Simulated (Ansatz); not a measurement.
# Which shape does a chain of W atoms take?

Several starts are relaxed for a free W wire one or two atoms wide. Which ends lowest, and how do the shapes conduct?

Set-up. Ansatz 0.2.0, plane waves with PAW datasets at the program's default cutoffs, Fermi-Dirac smearing of 0.05 eV, chains in boxes 7.5 Å wide or more, moments seeded when the perfect chain is relaxed. PBE, no spin-orbit coupling; each start relaxes its atoms and period within its symmetry. Energies are at zero smearing, an atom, against the lowest. Moments are absolute ones, the integral of |ρ↑ − ρ↓|.

What came out:

| start | end shape | length an atom (Å) | shortest bond (Å) | moment an atom (μB) | energy (meV) | G (G₀) | gap (eV) |
| --- | --- | --- | --- | --- | --- | --- | --- |
| triangles | zigzag | 1.49 | 2.30 | 0.00 | 0 | 3.92 | 0.00 |
| zigzag | zigzag | 1.49 | 2.30 | 0.00 | 1 | 3.91 | 0.00 |
| dimer | straight, uneven | 2.42 | 2.00 | 0.00 | 1573 | 1.8e-5 | 0.62 |
| linear | straight | 2.29 | 2.29 | 0.00 | 1915 | 6.00 | 0.00 |

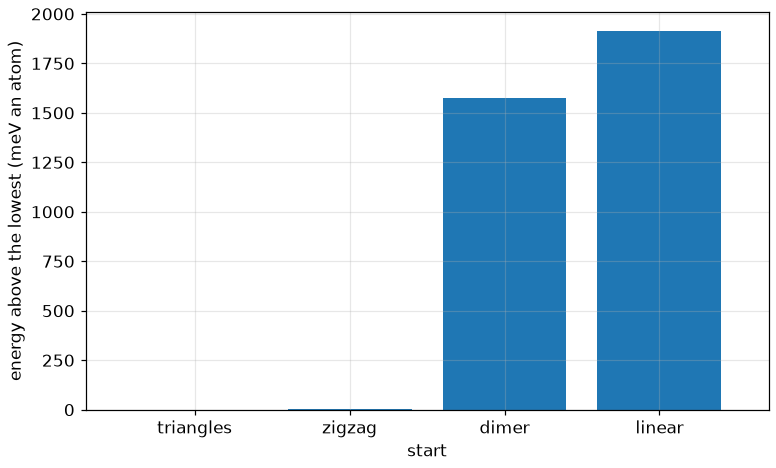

Energy of each relaxed start.

**Reading.** The lowest energy comes from the triangles start, which ends as a zigzag, 1915 meV an atom under the linear chain with one atom a cell. The next lies 1 meV higher (zigzag start), with nearly the same bond and a length within 1 %, so it is probably the same form, and the difference is scatter of mesh or relaxation. The conductance runs from 1.8e-5 G₀ (dimer start) to 6.00 G₀ (linear start). Starts not in the table: antiparallel.

What the numbers leave out: G is the ballistic value of the perfect, endless wire, half a G₀ a channel and spin, broadened at 300 K; a real contact scatters. Only planar forms with one or two atoms a cell were tried, each within the symmetry of its start; alternating bonds in a zigzag, helices and thicker wires were not. Meshes were fixed at the starting length, so energies are good to 15 or 20 meV and lengths to a few per cent; moments are the relaxation's, and the run that gives G can hold a somewhat different one. A wire pulled between tips is under tension, which favours longer forms than the free minimum. Spin-orbit coupling matters for this element. Series of this kind are told only where this holds: four starts or more, in boxes that share their narrower side and keep the chain far from its images. 25 of 55 did.
